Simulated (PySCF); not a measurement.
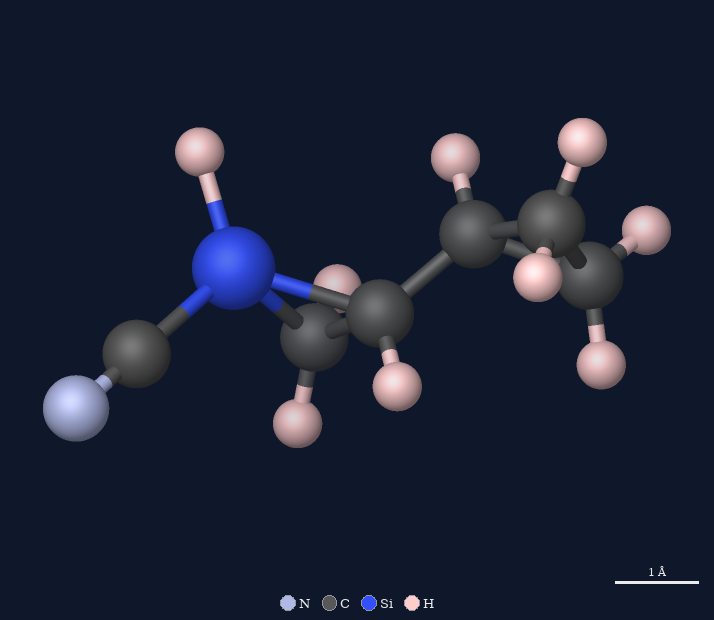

The picture shows a molecular structure as a ball-and-stick model.

Computed geometry: PBE0-D3(BJ)/def2-SVP optimisation. No frequency run is at hand to confirm it as a minimum.

Description:

It has 17 atoms: 6 carbon, 9 hydrogen, 1 nitrogen and 1 silicon (C₆H₉NSi). SMILES: `N#C[Si@@H]1C[C@H]1C1CC1`. Independent rings (smallest set): 2 of 3 members. Among its groups: nitrile, Si–H bond. This geometry has C1 symmetry. Coordination, clear cases only: 1 C linear.

More results for the same structure follow; atom numbers are the same in all pictures, views and colours differ.

Excitation

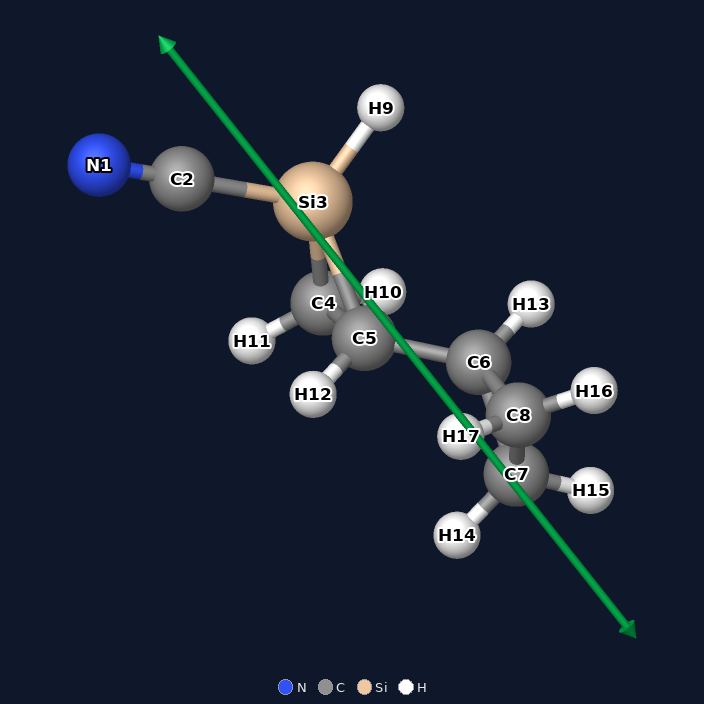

The double arrow shows the direction of the transition dipole to excited singlet state 2 (its length means nothing). No frequency run is at hand to confirm it as a minimum. Level of theory: TDDFT CAM-B3LYP/def2-SVPD, vertical, gas phase, core orbitals frozen in the response (PySCF 2.14.0).

> How is the transition polarised?

Close to the long direction N1···C7.

> Give its energy, strength and character.

5.78 eV (214 nm), oscillator strength 0.28, mainly HOMO → LUMO (weight 0.83); transition dipole 3.55 D.

Ring current

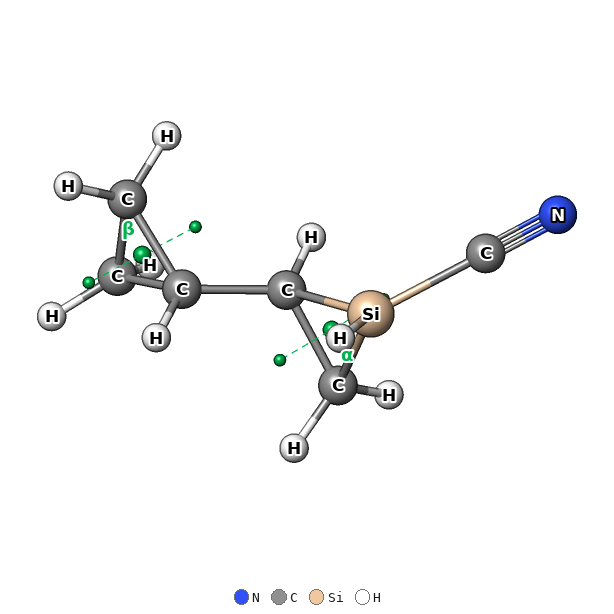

The small points mark where nucleus-independent chemical shifts (NICS) were computed: at the centre of each lettered ring and 1 Å above and below it. No frequency run is at hand to confirm it as a minimum. Method: GIAO CAM-B3LYP/pcSseg-1 NMR shielding, non-relativistic, gas phase (PySCF 2.14.0).

Give NICS(0), NICS(1) and the out-of-plane component NICS(1)zz for each ring (means of the two sides).

| ring | members | NICS(0) | NICS(1) | NICS(1)zz |
| --- | --- | --- | --- | --- |
| α | C2Si | −26.2 | −7.9 | −15.3 |
| β | C3 | −42.7 | −8.3 | −21.4 |

Values in ppm.

NMR shielding

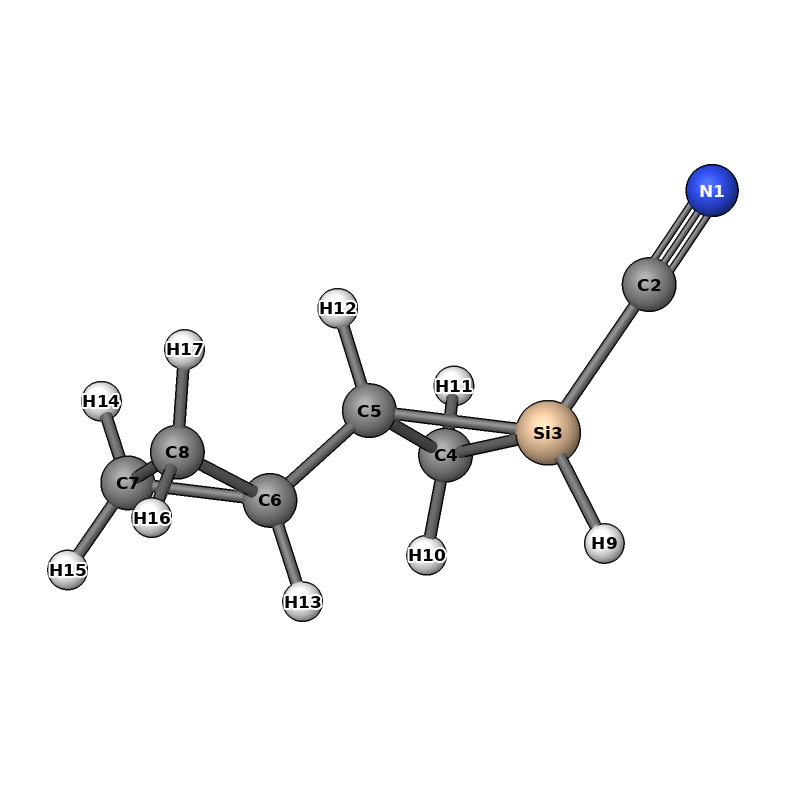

The questions are on isotropic NMR shieldings of the C atoms. No frequency run is at hand to confirm it as a minimum. Properties computed with GIAO CAM-B3LYP/pcSseg-1 NMR shielding, non-relativistic, gas phase (PySCF 2.14.0).

> Which C atom is the most shielded (lowest chemical shift)?

C4 (180.6 ppm).

> Which C atom is the least shielded (highest chemical shift)?

C2 (55.5 ppm).

> How wide is the range of C shifts?

125.1 ppm.

Give the isotropic NMR shieldings of the C atoms atom by atom.

```csv
atom,σ (ppm)
C2,55.5
C4,180.6
C5,164.8
C6,168.2
C7,173.3
C8,175.7
```
